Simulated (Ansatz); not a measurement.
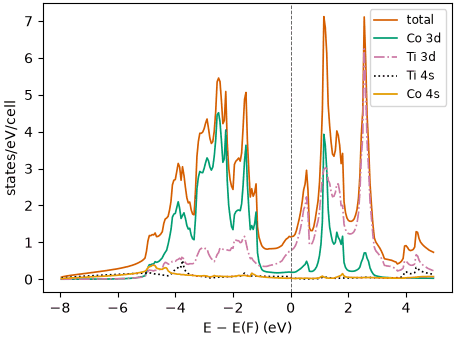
Figure: Total and projected density of states of TiCo (CsCl type, Pm-3m), r²SCAN (plane waves, PAW; program Ansatz)

Which orbitals carry the states next to the Fermi level?

Within 0.5 eV of the Fermi level: Ti 3d 69 %, Co 3d 17 %, outside the projected shells 9 %. Projections are on Löwdin-orthogonalised atomic valence shells; empty p or d shells of many metals are not among them.

Where is the tallest occupied peak in this window, and what makes it?

Near -2.5 eV, about 5.5 states/eV per cell; the largest projected share is Co 3d.

Symmetry was held in the r²SCAN relaxation, as lowered by the spin order. Spin order of the final state: ferrimagnetic, chosen from 4 collinear starts compared on coarse meshes (ties went to the first, and starts can fall back to one state), not a proven ground state. Other orbital occupations within this spin state were not tried.

Potentials: the later of the program's two PAW sets.
